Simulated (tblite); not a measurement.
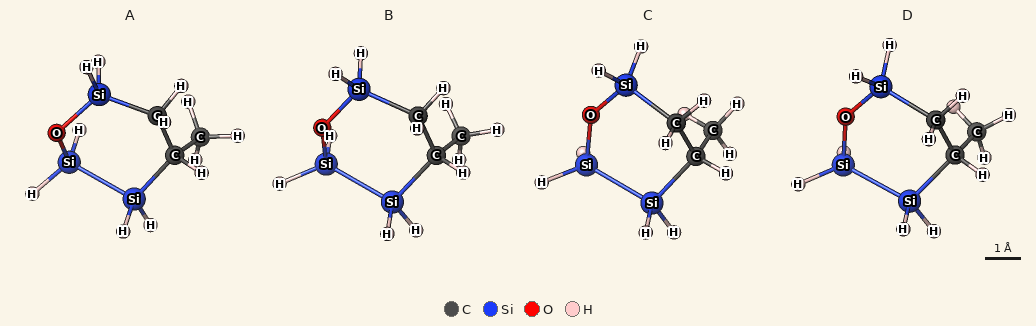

4 geometries from one relaxation of C$_{3}$H$_{12}$OSi$_{3}$, in shuffled order. A ball-and-stick model, seen from a free direction.

These are results of GFN2-xTB geometry optimisation, gas phase in tblite 0.8.0, not measurements. 

> Order the frames from highest to lowest energy.

A, B, D, C. They are steps 0, 18, 31, 98, at +1.494 eV, +0.301 eV, +0.091 eV relative to the last. The energy falls by 1.494 eV in 98 geometry steps. The largest moves after the best rigid fit, 1.07 Å, are those of O and H atoms. By element the largest moves are H 1.07 Å, O 1.06 Å, Si 0.39 Å, C 0.31 Å. Some distances before and after: Si–Si 2.736 → 3.080 Å, Si–Si 3.388 → 3.640 Å, C–Si 1.806 → 1.908 Å, C–Si 1.825 → 1.926 Å. Bond angles that change, for instance: Si–O–Si 107.1° → 141.4°, O–Si–H 112.7° → 103.9°, C–Si–O 118.6° → 109.8°. Groups turn about O–Si by about 60°, O–Si by about 50°, C–C by about 45°.
